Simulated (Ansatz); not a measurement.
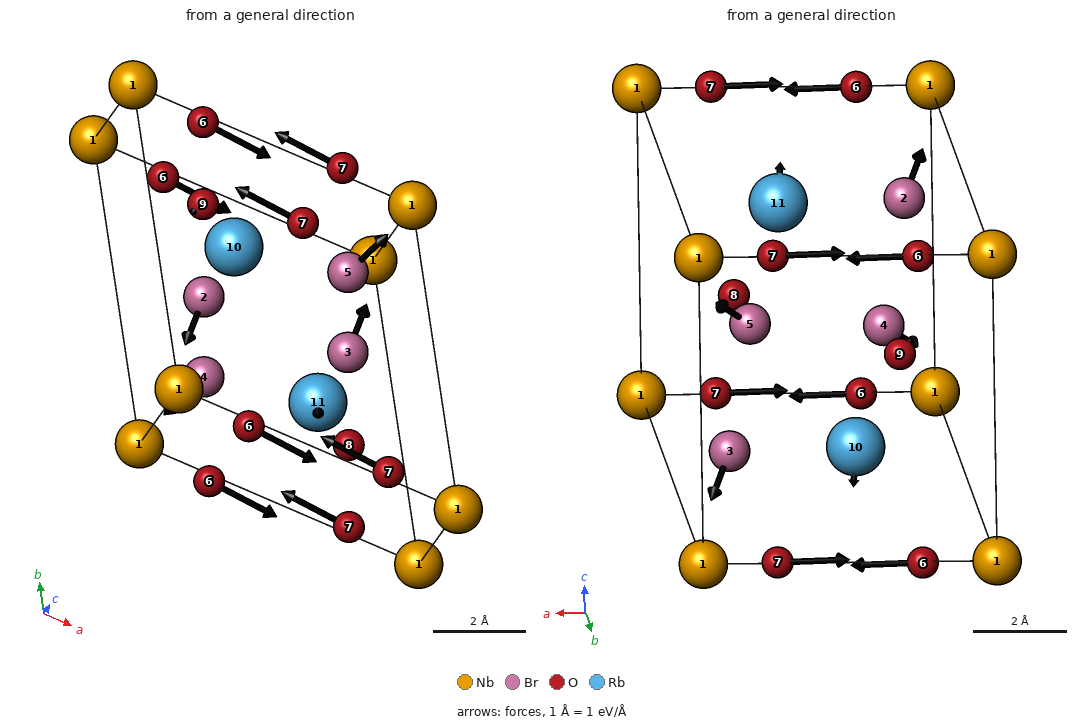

A spheres-only rendering, viewed from two general directions. The lines enclose the simulation cell; boundary atoms appear with their images. The arrows are the computed forces on the atoms.

System: Rb2NbBr4O4. Theory: DFT, PAW plane waves, PBE in Ansatz 0.2.0. Numerical settings: a 420 eV plane-wave basis, a 3×3×3 grid in reciprocal space, Fermi-Dirac smearing of 0.1 eV, no spin polarisation.

Would an optimiser stop at this geometry?

No. The atoms still feel forces of up to about 1.4 eV/Å, far above a usual threshold of 0.01 to 0.03 eV/Å.

Which atom carries the strongest force?

O6 and O7, about 1.4 eV/Å.

Note that this is a generated cell, made by putting these elements into a known structure type (the compound may or may not exist in this form), and that it hasn't been relaxed. It was run through Ansatz as a DFT input.
